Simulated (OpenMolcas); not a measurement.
**singlet Si2H5O− at 6 levels**

We compute a comparison of 6 runs (HF/STO-3G, B3LYP/6-31G*, BHLYP/def2-SVPD, PBE0/def2-SVPD, SVWN5/def2-SVPD, CCSD(T)/def2-SVPD) of singlet Si2H5O−. 

Program for the calculation: OpenMolcas 26.06.

1 further run of the same task is left out (set aside as unsound or not needed).

## Step 1: Starting point

The species is Si2H5O− (8 atoms), meant as a singlet with charge -1. SMILES of the parent species: `O[SiH][SiH3]`. Geometry: relaxed at PBE0-D4/def2-TZVP. This is one conformer, not always the lowest. That shape belongs to the parent species and isn't relaxed for this state.

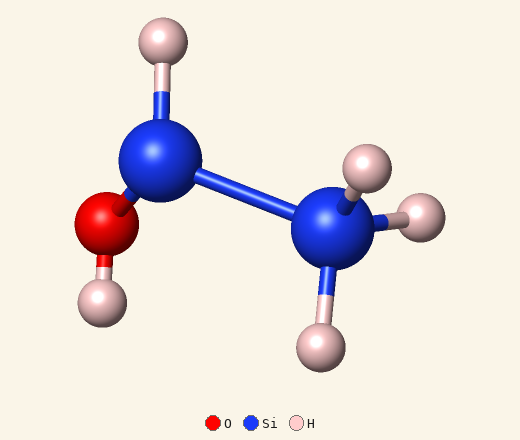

The structure, seen from a chosen angle (oxygen red, silicon blue, hydrogen pink).

## Step 2: The energy at HF/STO-3G (run 1)

File coord.xyz:

```xyz
8

O     -0.929000     0.938400    -1.717100
Si     0.090400     1.134000    -0.425000
Si     0.314200    -0.774200     0.917600
H     -1.805900     0.598400    -1.530300
H      1.378700     1.582300    -1.024400
H      1.190000    -0.426800     2.069000
H      0.883900    -1.960400     0.216700
H     -1.030200    -1.148700     1.437600
```

File run.inp:

```
* H5OSi2 Hartree-Fock

&GATEWAY
 BASLIB
 $CurrDir
 COORD
 coord.xyz
 BASIS
 STO-3G
 GROUP
 NoSym

&SEWARD

&SCF
 CHARGE
 -1
 THRESHOLDS
 1e-10 1e-07 1e-07 1e-05
 PRORBITALS
 1
```

The basis set STO-3G is read from a file made from the Basis Set Exchange's data (not shown).

On the command line:

```
$ export MOLCAS_MEM=1860
$ pymolcas run.inp > run.log
```

The program printed:

```text
--- Start Module: gateway ---
[...]
--- Stop Module: gateway /rc=_RC_ALL_IS_WELL_ ---
--- Start Module: seward ---
[...]
      Basis functions           28
--- Stop Module: seward /rc=_RC_ALL_IS_WELL_ ---
--- Start Module: scf ---
[...]
       Convergence after  14 Iterations
[...]
::    Total SCF energy                               -647.7140231884
[...]
      Total spin, S                                     0.0000000000
[...]
      Total electronic charge=   42.000000
      Total            charge=   -1.000000
[...]
      Dipole Moment (debye):
      Origin of the operator (angstrom)=   -0.0379    0.3080   -0.1624
                   X= -8.5970E-01               Y= -2.4083E+00               Z=  6.3508E-01           Total=  2.6348E+00
      Center of Charge (angstrom)
[...]
--- Stop Module: scf /rc=_RC_ALL_IS_WELL_ ---
[...]
```

Wall time 1 s (1 thread of Intel Xeon 6975P-C (Granite Rapids), shared host); peak memory 0.37 GiB.

## Step 3: A single-point energy at B3LYP/6-31G(d) (spherical functions) (run 2)

File calc.input:

```
* H5OSi2 Kohn-Sham DFT
>>> EXPORT MOLCAS_PRINT=2

&GATEWAY
 BASLIB=$CurrDir
 COORD
 8
 angstrom
 O       -0.929000       0.938400      -1.717100
 Si       0.090400       1.134000      -0.425000
 Si       0.314200      -0.774200       0.917600
 H       -1.805900       0.598400      -1.530300
 H        1.378700       1.582300      -1.024400
 H        1.190000      -0.426800       2.069000
 H        0.883900      -1.960400       0.216700
 H       -1.030200      -1.148700       1.437600
 BASIS=6-31Gs
 GROUP=NoSym

&SEWARD
 GRIDINPUT
 Grid=UltraFine
 End of Grid

&SCF
 CHARGE=-1
 KSDFT=B3LYP
 THRESHOLDS=1e-10 1e-07 1e-07 1e-05
 PRORBITALS=1
```

The basis set 6-31G* is read from a file made from the Basis Set Exchange's data (not shown).

On the command line:

```
$ export MOLCAS_MEM=1860
$ pymolcas calc.input > calc.log
```

The program printed:

```text
--- Start Module: gateway ---
[...]
--- Stop Module: gateway /rc=_RC_ALL_IS_WELL_ ---
--- Start Module: seward ---
[...]
      Basis functions           60
--- Stop Module: seward /rc=_RC_ALL_IS_WELL_ ---
--- Start Module: scf ---
[...]
       Convergence after  16 Iterations
[...]
::    Total KS-DFT energy                            -657.2017989181
[...]
      Total spin, S                                     0.0000000000
[...]
      Total electronic charge=   42.000000
      Total            charge=   -1.000000
[...]
      Dipole Moment (debye):
      Origin of the operator (angstrom)=   -0.0379    0.3080   -0.1624
                   X= -1.4149E+00               Y= -2.3260E+00               Z= -6.2216E-01           Total=  2.7927E+00
      Center of Charge (angstrom)
[...]
--- Stop Module: scf /rc=_RC_ALL_IS_WELL_ ---
[...]
```

Wall time 11 s (1 thread of Intel Xeon 6975P-C (Granite Rapids), shared host); peak memory 0.39 GiB.

Runs 3 to 5 aren't shown in full; the table further down has their settings and results.

## Step 4: The energy at CCSD(T)/def2-SVPD (Cholesky decomposition) (run 6)

File geom.xyz:

```xyz
8

O     -0.929000     0.938400    -1.717100
Si     0.090400     1.134000    -0.425000
Si     0.314200    -0.774200     0.917600
H     -1.805900     0.598400    -1.530300
H      1.378700     1.582300    -1.024400
H      1.190000    -0.426800     2.069000
H      0.883900    -1.960400     0.216700
H     -1.030200    -1.148700     1.437600
```

File mol.inp:

```
&gateway
 baslib
 $CurrDir
 coord
 geom.xyz
 basis
 def2-SVPD
 group
 NoSym

&seward
 high

&scf
 charge
 -1
 thresholds
 1e-10 1e-07 1e-07 1e-05
 prorbitals
 1

&chcc
 frozen
 11
 threshold
 1e-08
 maxiterations
 80

&cht3
 frozen
 11
```

The basis set def2-SVPD is read from a file made from the Basis Set Exchange's data (not shown).

On the command line:

```
$ export MOLCAS_MEM=1860
$ pymolcas mol.inp > mol.log
```

The program printed:

```text
--- Start Module: gateway ---
[...]
--- Stop Module: gateway /rc=_RC_ALL_IS_WELL_ ---
[...]
      Basis functions          111
[...]
       Convergence after  17 Iterations
[...]
::    Total SCF energy                               -655.3842180491
[...]
      Total spin, S                                     0.0000000000
[...]
      Total electronic charge=   42.000000
      Total            charge=   -1.000000
[...]
      Dipole Moment (debye):
      Origin of the operator (angstrom)=   -0.0379    0.3080   -0.1624
                   X= -1.2548E+00               Y= -3.2731E+00               Z= -6.3724E-01           Total=  3.5628E+00
      Center of Charge (angstrom)
[...]
--- Start Module: chcc ---
[...]
--- Stop Module: chcc /rc=_RC_ALL_IS_WELL_ ---
[...]
--- Start Module: cht3 ---
[...]
--- Stop Module: cht3 /rc=_RC_ALL_IS_WELL_ ---
[...]
```

It took 3.2 min on 1 thread of Intel Xeon 6975P-C (Granite Rapids), shared host; peak memory 0.19 GiB.

## Step 5: Overview of the runs

```
run                                       level  integration grid  integral approximation  energy (Eh)  HOMO energy (eV)  LUMO energy (eV)  HOMO–LUMO gap (eV)  wall time
  1                                   HF/STO-3G                 –                    none  -647.714023              4.70             18.85               14.15        1 s
  2          B3LYP/6-31G* (spherical functions)         UltraFine                    none  -657.201799              1.83              5.11                3.28       11 s
  3                             BHLYP/def2-SVPD         UltraFine                    none  -656.943456              0.40              4.63                4.23       35 s
  4                              PBE0/def2-SVPD         UltraFine                    none  -656.660430              1.09              4.07                2.99       36 s
  5                             SVWN5/def2-SVPD         UltraFine                    none  -654.103507              1.75              3.20                1.45       26 s
  6  CCSD(T)/def2-SVPD (Cholesky decomposition)                 –                 CD high  -655.869549             -0.64              5.98                6.62    3.2 min
```

## Step 6: Outcome

| quantity | value |
| --- | --- |
| run 6: total energy | -655.86955 Eh |
| run 6: HOMO energy (Hartree–Fock orbitals) | -0.64 eV |
| run 6: LUMO energy (Hartree–Fock orbitals) | 5.98 eV |
| run 6: HOMO–LUMO gap (to an unbound level, set by the basis) | 6.62 eV |
| run 6: correlation energy (11 core orbitals frozen) | -485.3 mEh |
| run 6: (T) correction | -14.75 mEh |

**Reading.** Over runs 1, 2, 3, 4, 5 the HOMO–LUMO gap runs from 1.45 eV (SVWN5/def2-SVPD) to 14.15 eV (HF/STO-3G). The two ends differ in method and basis. The empty levels of an anion lie above zero and hang on the basis. Totals of different functionals can't be ranked against each other. In runs 1, 2, 3, 4, 5 the HOMO lies above zero, so the outermost electron may be held by the basis alone. In run 1 the basis is minimal, so the values are rough. All runs together took 5 min, the longest 3.2 min.
